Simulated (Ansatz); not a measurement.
Pressure series in C

The reference is C in the diamond structure (space group Fd-3m, No. 227; a = 3.5716 Å).

Cell and atoms are relaxed at each pressure.

All numbers come from PBE (Ansatz, an electronic-structure program), no SOC, earlier PAW set.

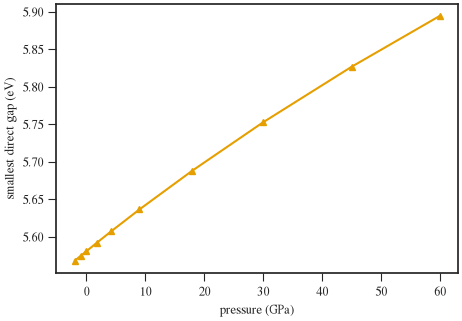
Smallest direct gap against pressure

```csv
pressure (GPa),smallest direct gap
-2,5.57 eV
-1,5.57 eV
1.8,5.59 eV
4.2,5.61 eV
9,5.64 eV
18,5.69 eV
30,5.75 eV
45,5.83 eV
60,5.89 eV
```

Load acts through the strain it causes; cell and atoms are relaxed under it. Stability against distortions was not tested. Competing high-pressure phases were not computed.
